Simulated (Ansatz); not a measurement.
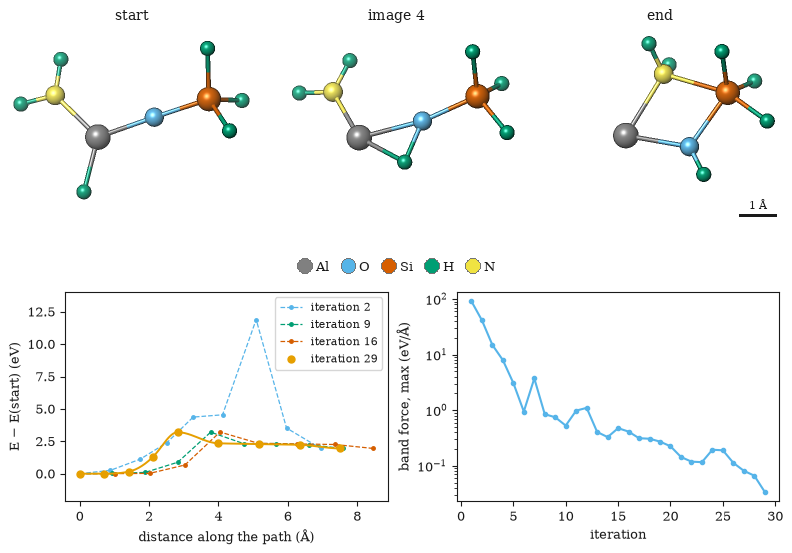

A nudged-elastic-band calculation for AlSiNH6O. Images are numbered from 0 (start) to 8 (end). The plot follows the band through its iterations. Style: ball-and-stick. Shown from a free direction.

Method: Ansatz, RKS B3LYP/def2-SVP. Run with 7 movable images; climbing image; force threshold 0.05 eV/Å; iteration limit 60; starting path through a guess of the saddle point.

### Did the band converge, and can the barrier be trusted?

The run is converged, with reservations. The band converged in 29 iterations. The largest component of the band force went from 91 to 0.034 eV/Å. The climbing image converged on the top of the path. Its vibrational analysis gives 2 imaginary modes over 30i cm⁻¹, so it isn't confirmed as a transition state. The first iteration put the highest image at 24.87 eV. The energy climbs by 3.20 eV to image 4 and then falls by 1.25 eV, so the end point sits at +1.95 eV.
